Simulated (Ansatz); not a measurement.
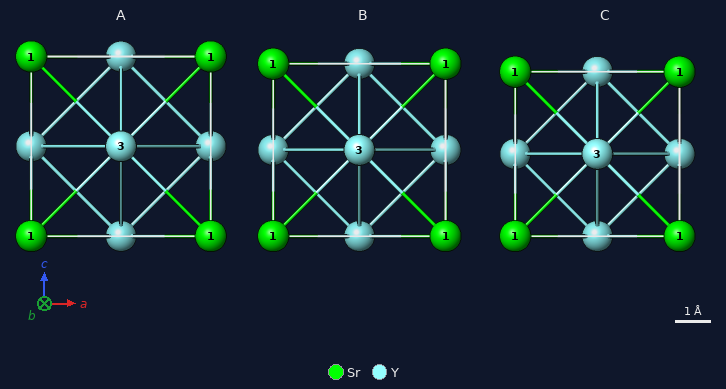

3 geometries from one relaxation of crystalline SrY$_{3}$ (built on the Cu3Au (L1_2)_221 type) (coarse preliminary run), in shuffled order. The picture is a ball-and-stick view of the cell of the calculation, seen along the b axis.

Case: Cu3Au (L1_2) type (Pm-3m, No. 221).

Level of theory: DFT PBE, scalar-relativistic, plane waves, PAW (Ansatz 0.2.0). (plane-wave cutoff 420 eV; k-point mesh 4 × 4 × 4; occupations gaussian; smearing width 0.1 eV; no spin polarisation; cell and atoms relaxed; force threshold 0.04 eV/Å; at most 70 steps)

Put them in the order of the run, from the start to the converged end.

C, B, A. They are steps 0, 1, 4, at +265 meV per atom, +56.0 meV per atom relative to the last. No atom moves by more than 0.005 Å relative to the cell. The volume changes by +30.5 %, with a = b = c 4.794 → 5.239 Å (+9.3 %). Near-neighbour distances that change, for instance: Sr–Y 3.390 → 3.704 Å, Y–Y 3.390 → 3.704 Å. The space group stays Pm-3m (No. 221). The energy falls by 265 meV per atom in 3 accepted moves (4 points after the start). All forces vanish by symmetry, so only the cell relaxes. Pressure: 11.87 GPa at the start and 0.11 GPa at the end. At 1 point the geometry stayed and the basis and grid were re-selected for the new cell (energy shift of 0.2 meV per atom at most each time). The run took 11 s on 1 thread of Arm Neoverse V1, with other jobs on the host, peak memory 0.36 GiB.
